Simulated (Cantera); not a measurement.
Feed: 1 mol toluene, a varied amount of CO2, 1.2 mol H2, held at 1098.15 K and 0.100 bar.

These are equilibrium values from Cantera (NASA tables, ideal gas, pure condensed phases), not measurements of a reactor. Candidate condensed phases: C, C6H6, C7H8, C8H18, H2O; 110 gas species. Kinetics and transport are ignored.

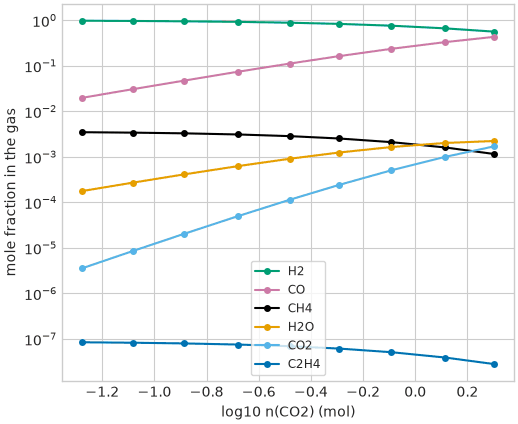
*Equilibrium gas composition (values under 1e-9 drawn at 1e-9)*

From 0.053 mol CO2 to 2 mol CO2 the condensed part is C(graphite). The main C-bearing gas is CO throughout. The share of C in condensed phases is highest at 0.053 mol CO2 (98.2 %) and lowest at 2 mol CO2 (55.8 %).
